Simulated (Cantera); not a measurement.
Input: 1 mol SiF₄, 7.3 mol O₂, 30 mol N₂, held at 1.33 mbar.

These are equilibrium values from Cantera (NASA tables, ideal gas, pure condensed phases), not measurements of a reactor. Candidate condensed phases: Si, SiO₂, Si₂N₂O, Si₃N₄; 28 gas species. The tables' values for SiF₃ are old estimates; treat these amounts as uncertain. The tables hold silica as quartz up to 1696 K and as liquid above; real silica turns to tridymite and cristobalite and melts near 1996 K. Rates play no part.

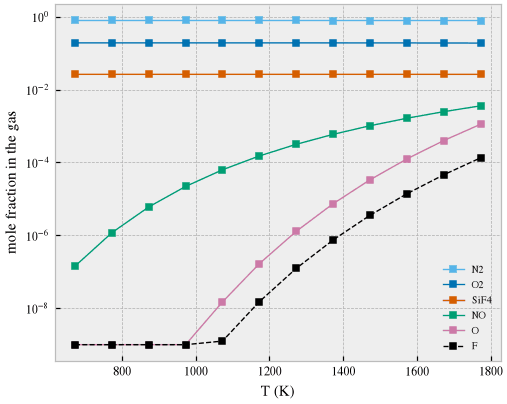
Equilibrium gas composition (values under 1e-9 drawn at 1e-9)

From 673 K to 1473 K nothing is condensed. From 1573 K to 1673 K the condensed part is SiO₂(β-quartz). At 1773 K the condensed part is SiO₂(condensed). The main Si-bearing gas is SiF₄ throughout.
